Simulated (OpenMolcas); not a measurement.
# Ta³⁺ among point charges: CASSCF and CASPT2 levels and susceptibility

How does a field of 5 point charges split the states of Ta³⁺, and what χT follows?

The numbers are computed with OpenMolcas 26.06 (state-averaged CASSCF and CASPT2, spin-orbit coupling by RASSI with atomic mean-field integrals), except any that are marked as measured or tabulated.

### Step 1. The system

| Quantity | Value |
| --- | --- |
| Species | Ta³⁺ (tantalum, Z = 73, 70 electrons) |
| Basis | ANO-RCC-VTZP [8s7p5d3f2g1h], 104 functions |
| Scalar Hamiltonian | DKH2, point nucleus |
| Inactive shells | 1s 2s 2p 3s 3p 3d 4s 4p 4d 4f 5s 5p |
| Active space | 2 electrons in 5 orbitals (5d) |
| Some configurations of this space | 5d2 |
| Orbitals | optimised for each spin and parity, averaged over all roots |

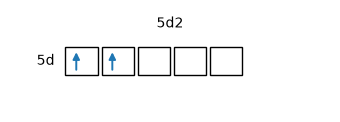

Occupation of the outer shells (arrows by Hund's rule).

The ion sits among 5 point charges of -1 e arranged as a square pyramid (C4v), 2.03 Å from the ion, with the axial distance 2.355 Å.

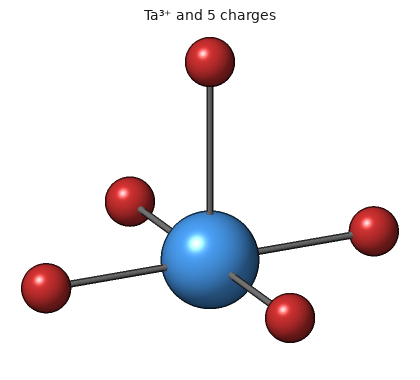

The ion and the point charges (red).

The work runs as a chain of OpenMolcas steps in one folder; each step below is one input file. Labels, J, g values, rates, χT and fits are worked out afterwards by a script from the matrices that RASSI stores.

### Step 2. One- and two-electron integrals

Contents of a.inp:

```
&GATEWAY
Coord
1

Ta 0.0 0.0 0.0
Basis=ANO-RCC-VTZP
Group=NoSym
NoMove
AngMom=0.0 0.0 0.0
AMFI
XField
5 Angstrom 0
2.030000 0.000000 0.000000 -1.000000
0.000000 2.030000 0.000000 -1.000000
-2.030000 0.000000 0.000000 -1.000000
0.000000 -2.030000 0.000000 -1.000000
0.000000 0.000000 2.354800 -1.000000
&SEWARD
```

Started as:

```console
$ OMP_NUM_THREADS=1 MOLCAS_MEM=1689 MOLCAS_PROJECT=a pymolcas a.inp > a.log
```

What it wrote:

```text
Basis set label: TA.ANO-RCC...8S7P5D3F2G1H.

      Electronic valence basis set:
      ------------------
      Associated Effective Charge  73.000000 au
      Associated Actual Charge     73.000000 au
      Nuclear Model: Point charge

      Shell  nPrim  nBasis  Cartesian Spherical Contaminant
         s      24       8        X
         p      21       7        X
         d      15       5                 X
         f      11       3                 X
         g       4       2                 X
         h       2       1                 X
                  Relativistic Douglas-Kroll-Hess integrals:
                    - DKH order of Hamiltonian: 2
                    - DKH order of Properties : 0
                  Atomic mean-field integrals
```

### Step 3. Reference wave functions, triplets, 10 roots

Contents of a.inp:

```
&RASSCF
FileOrb=start.orb
Symmetry=1
Spin=3
nActEl=2 0 0
Inactive=34
Ras2=5
CIRoot=10 10 1
SDav=10
CIMx=300
Iter=120 100
PrWF=0.3
OrbListing=Nothing
MaxOrb=0
>>> COPY $Project.JobIph JOB001
```

Started as:

```console
$ OMP_NUM_THREADS=1 MOLCAS_MEM=1689 MOLCAS_PROJECT=a pymolcas a.inp > a.log
```

start.orb holds the contracted functions of the basis, ordered by shell, or the orbitals of the step before.

What it wrote (excerpt; [...] marks lines left out):

```text
[...]
      Number of active orbitals                  5
[...]
      Spin quantum number                      1.0
[...]
      Active orbitals                            5
[...]
      Number of CSFs                            10
      Number of root(s) required                10
[...]
      Convergence after 21 iterations
[...]
      Natural orbitals and occupation numbers for root  1
      sym 1:   0.912752   0.087248   0.912752   0.087248   0.000000
      Natural orbitals and occupation numbers for root  2
      sym 1:   0.087248   0.912752   0.912752   0.087248   0.000000
      Natural orbitals and occupation numbers for root  3
      sym 1:   0.980260   0.980260  -0.000000   0.019740   0.019740
::    RASSCF root number  1 Total energy: -15592.17192518
::    RASSCF root number  2 Total energy: -15592.17192518
::    RASSCF root number  3 Total energy: -15592.16414022
[...]
::    RASSCF root number  7 Total energy: -15592.11605751
::    RASSCF root number  8 Total energy: -15592.08087827
::    RASSCF root number  9 Total energy: -15592.08087827
::    RASSCF root number 10 Total energy: -15592.02218593
```

### Step 4. Reference wave functions, singlets, 15 roots

Contents of a.inp:

```
&RASSCF
FileOrb=start.orb
Symmetry=1
Spin=1
nActEl=2 0 0
Inactive=34
Ras2=5
CIRoot=15 15 1
SDav=15
CIMx=300
Iter=120 100
PrWF=0.3
OrbListing=Nothing
MaxOrb=0
>>> COPY $Project.JobIph JOB002
```

What it wrote (excerpt; [...] marks lines left out):

```text
[...]
      Number of active orbitals                  5
[...]
      Spin quantum number                      0.0
[...]
      Active orbitals                            5
[...]
      Number of CSFs                            15
      Number of root(s) required                15
[...]
      Convergence after 11 iterations
[...]
      Natural orbitals and occupation numbers for root  1
      sym 1:   0.686821   0.313179   0.686821   0.313179  -0.000000
      Natural orbitals and occupation numbers for root  2
      sym 1:   0.226326   0.773674  -0.000000   0.773674   0.226326
      Natural orbitals and occupation numbers for root  3
      sym 1:   0.014990   0.328312   1.325226   0.328312   0.003160
::    RASSCF root number  1 Total energy: -15592.14763000
::    RASSCF root number  2 Total energy: -15592.12872718
::    RASSCF root number  3 Total energy: -15592.12498692
[...]
::    RASSCF root number 12 Total energy: -15592.03803690
::    RASSCF root number 13 Total energy: -15592.01934621
::    RASSCF root number 14 Total energy: -15591.99887777
::    RASSCF root number 15 Total energy: -15591.92337758
```

### Step 5. RASSI: spin-orbit coupling between the states

Contents of a.inp:

```
&RASSI
NrOfJobIphs=2 10 15
1 2 3 4 5 6 7 8 9 10
1 2 3 4 5 6 7 8 9 10 11 12 13 14 15
IphNames
JOB001
JOB002
EJob
SpinOrbit
DIPRint=1.0
SOCoupling=1000.0
Subsets=2
Property=9
'ANGMOM' 1 'ANGMOM' 2 'ANGMOM' 3 'MLTPL  1' 1 'MLTPL  1' 2 'MLTPL  1' 3
'AMFI' 1 'AMFI' 2 'AMFI' 3
SOProperty=3
'ANGMOM' 1 'ANGMOM' 2 'ANGMOM' 3
```

Started as:

```console
$ OMP_NUM_THREADS=1 MOLCAS_MEM=1689 MOLCAS_PROJECT=a pymolcas a.inp > a.log
```

What it wrote (excerpt; [...] marks lines left out):

```text
SPIN-FREE ENERGIES:
  (Shifted by EMIN (a.u.) =     -15592.1719251839)
 SF State       Relative EMIN(au)   Rel lowest level(eV)    D:o, cm**(-1)      L_eff
     1             0.0000000000        0.0000000000              0.0000         2.3
     2             0.0000000000        0.0000000000              0.0000         2.3
     3             0.0077849642        0.2118396683           1708.6022         2.6
     4             0.0138867420        0.3778774992           3047.7876         2.8
    11             0.0242951880        0.6611057456           5332.1774         1.9
     6             0.0417511204        1.1361058642           9163.3118         2.5
     5             0.0417511204        1.1361058642           9163.3118         2.5
    12             0.0431980075        1.1754776660           9480.8668         2.2
    13             0.0469382604        1.2772551344          10301.7574         3.4
    14             0.0496930823        1.3522176551          10906.3709         3.5
[...]
Eigenvalues of complex Hamiltonian:
   -----------------------------------
  (Shifted by EMIN (a.u.) =     -15592.1719251839)
 SO State       Relative EMIN(au)   Rel lowest level(eV)    D:o, cm**(-1)     J-value
     1            -0.0166008301        0.0000000000              0.0000         1.6
     2            -0.0105376804        0.1649867084           1330.7075         1.6
     3            -0.0105376804        0.1649867083           1330.7075         1.6
     4            -0.0076174359        0.2444506083           1971.6271         1.4
     5            -0.0050250080        0.3149941666           2540.5993         2.3
     6            -0.0016084596        0.4079631845           3290.4450         1.6
     7             0.0091444327        0.7005642891           5650.4321         2.6
     8             0.0091444327        0.7005642891           5650.4321         2.6
     9             0.0122580809        0.7852909745           6333.7989         1.7
    10             0.0131862865        0.8105487357           6537.5164         3.3
    11             0.0141631745        0.8371312130           6751.9186         2.9
[...]
```

Time for these steps: 17 s (1 thread of Arm Neoverse V2, shared host).

Spin-free states:

```csv
state,degeneracy,E (cm-1),free-ion L (%)
triplet,2,0,F (69)
triplet,1,1709,F (86)
triplet,1,3048,F (100)
singlet,1,5332,D (99)
triplet,2,9163,F (77)
singlet,1,9481,D (87)
singlet,1,10302,G (94)
singlet,2,10906,G (95)
triplet,1,12262,F (100)
singlet,1,15154,G (99)
singlet,2,18773,D (67)
triplet,2,19982,F (53)
singlet,1,20048,D (75)
singlet,1,20374,G (87)
singlet,2,29385,G (72)
triplet,1,32864,P (86)
singlet,1,33487,G (67)
singlet,1,37980,G (100)
singlet,1,54550,S (54)
```

With spin-orbit coupling:

```
E (cm-1)  Degeneracy  2S+1               g
     0.0           1     3                
    1331           2     3  0.00 0.00 1.91
    1972           1     3                
    2541           1     3                
    3290           1     3                
    5650           2     3  0.00 0.00 1.33
    6334           1     3                
    6538           1     3                
    6752           2     3  0.00 0.00 0.50
    7532           1     3                
   10324           1     3                
   12522           2     3  0.00 0.00 3.65
   13232           1     3                
   13826           1     3                
   14023           1     1                
   14538           1     3                
   14797           1     1                
   14797           2     1  0.00 0.00 0.16
   15715           1     3                
   16544           2     3  0.00 0.00 3.87
   19247           1     1                
   20883           2     1  0.00 0.00 0.50
   22775           1     3                
   22885           1     1
```

Principal g values are given for doublets only; a zero marks a field direction without first-order Zeeman splitting.

Powder χT (cm³ K/mol): 0.00 at 2 K, 0.00 at 5 K, 0.00 at 10 K, 0.00 at 20 K, 0.01 at 50 K, 0.01 at 100 K, 0.02 at 150 K, 0.03 at 200 K, 0.04 at 250 K, 0.04 at 300 K.

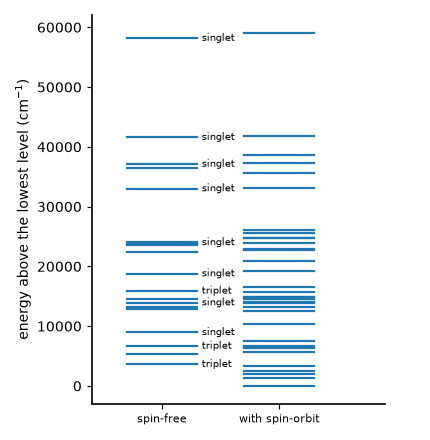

The states in the field without (left) and with (right) spin-orbit coupling.

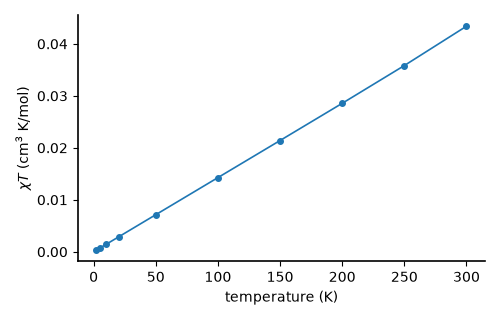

χT against temperature.

Orbitals of the lowest block (energies include the constant potential of the surroundings):

```
shell     space  energy (hartree)  mean occupation  ⟨r²⟩ (bohr²)
   1s  inactive        -2485.6646            2.000      0.000446
   2s  inactive         -432.2840            2.000       0.00729
   2p  inactive         -380.1899            6.000       0.00601
   3s  inactive         -101.1208            2.000        0.0477
   3p  inactive          -85.2380            6.000        0.0483
   3d  inactive          -65.9765           10.000        0.0404
   4s  inactive          -21.6121            2.000         0.238
   4p  inactive          -16.2777            6.000         0.270
   4d  inactive           -9.1788           10.000         0.318
   4f  inactive           -1.2850           14.000         0.490
   5s  inactive           -2.9799            2.000          1.40
   5p  inactive           -1.5504            6.000          1.86
   5d      RAS2                              2.000          4.60
```

### Step 6. CASPT2: IPEA 0.25, imaginary shift 0.1 (closed shells correlated: 4f 5s 5p)

Contents of a.inp:

```
>>> COPY JOB001 $Project.JobIph
&CASPT2
Multistate=10 1 2 3 4 5 6 7 8 9 10
NoMult
Frozen=23
IPEA=0.25
Imaginary=0.1
MaxIter=60
WThr=0.0 0.3 0.05
PrWF=0.5
NoMix
>>> COPY JOB002 $Project.JobIph
&CASPT2
Multistate=15 1 2 3 4 5 6 7 8 9 10 11 12 13 14 15
NoMult
Frozen=23
IPEA=0.25
Imaginary=0.1
MaxIter=60
WThr=0.0 0.3 0.05
PrWF=0.5
NoMix
```

What it wrote (excerpt; [...] marks lines left out):

```text
[...]
      Active orbitals                            5
[...]
      E2 (Variational):          -1.1255494545
      Total energy:          -15593.2974746384
[...]
::    CASPT2 Root  1     Total energy: -15593.29747464
::    CASPT2 Root  2     Total energy: -15593.29747464
[...]
::    CASPT2 Root 12     Total energy: -15593.17331658
::    CASPT2 Root 13     Total energy: -15593.15988215
::    CASPT2 Root 14     Total energy: -15593.13231648
::    CASPT2 Root 15     Total energy: -15593.06561455
```

Time for this run: 33 s (1 thread of Arm Neoverse V2, shared host).

SS-CASPT2: lowest energy less the reference's lowest, -1.1255 hartree; reference weights 0.860 to 0.902.

States without spin-orbit coupling:

| state | degeneracy | E (cm-1) | free-ion L (%) |
| --- | --- | --- | --- |
| triplet | 2 | 0 | F (69) |
| triplet | 1 | 2219 | F (86) |
| triplet | 1 | 3549 | F (100) |
| singlet | 1 | 3805 | D (99) |
| singlet | 1 | 7615 | G (94) |
| singlet | 1 | 8111 | D (87) |
| singlet | 2 | 8858 | G (95) |
| triplet | 2 | 8988 | F (77) |
| triplet | 1 | 12638 | F (100) |
| singlet | 1 | 13184 | G (99) |
| singlet | 1 | 14457 | D (75) |
| singlet | 2 | 16351 | D (67) |
| singlet | 1 | 18477 | G (87) |
| triplet | 2 | 19137 | F (53) |
| singlet | 2 | 27250 | G (72) |
| singlet | 1 | 30198 | G (67) |
| triplet | 1 | 31361 | P (86) |
| singlet | 1 | 36248 | G (100) |
| singlet | 1 | 50887 | S (54) |

With spin-orbit coupling:

```
E (cm-1)  Degeneracy  2S+1               g
       0           1     3                
    1520           2     3  0.00 0.00 1.89
    2000           1     3                
    2580           1     3                
    2900           1     3                
    5850           1     3                
    6160           2     3  0.00 0.00 1.84
    6660           1     3                
    6890           2     3  0.00 0.00 0.08
    7800           1     3                
   10110           1     3                
   11930           1     1                
   12240           2     3  0.00 0.00 2.32
   12520           1     3                
   13040           1     1                
   13300           2     1  0.00 0.00 0.19
   14060           1     3                
   14360           1     3                
   15440           1     3                
   16600           2     3  0.00 0.00 4.49
   17990           1     1                
   18390           1     1                
   19220           2     1  0.00 0.00 0.95
   21440           1     1
```

Powder χT (cm³ K/mol): 0.00 at 2 K, 0.00 at 5 K, 0.00 at 10 K, 0.00 at 20 K, 0.01 at 50 K, 0.01 at 100 K, 0.02 at 150 K, 0.03 at 200 K, 0.03 at 250 K, 0.04 at 300 K.

### Step 7. The methods side by side

A. CASSCF
B. SS-CASPT2, IPEA 0.25, imaginary shift 0.1 (closed shells correlated: 4f 5s 5p)

```
method  ground state  first state of that spin (cm-1)  first gap with spin-orbit (cm-1)  χT at 300 K
     A       triplet                     triplet 1709                            1330.7         0.04
     B       triplet                     triplet 2219                            1516.0         0.04
```

### Step 8. Summary of results

```
                                            quantity                                                                           value
                                              method  SS-CASPT2, IPEA 0.25, imaginary shift 0.1 (closed shells correlated: 4f 5s 5p)
                              spin-free ground state                                             triplet, 2-fold in its orbital part
first state of the same spin within the active space                                                            triplet at 2220 cm⁻¹
                                        lowest level                                                                          1-fold
                                          next level                                                                     1516.0 cm⁻¹
                                         χT at 300 K                                                                  0.04 cm³ K/mol
                           effective moment at 300 K                                                                         0.58 μB
```

Cost by method:

```csv
method,time of its own steps,time with the reference
A. CASSCF,17 s,17 s
"B. SS-CASPT2, IPEA 0.25, imaginary shift 0.1, +4f 5s 5p",33 s,50 s
```

Times are of one thread on a shared host.

The spin-free ground state (triplet) comes to 69 % from free-ion F terms and keeps the highest spin of the shell. χT at 300 K is 0.04, against 1.00 cm³ K/mol for the spin alone, so spin-orbit coupling lowers it. The field of point charges can differ much from that of real complexes. This is an electrostatic model: the charges have no orbitals.
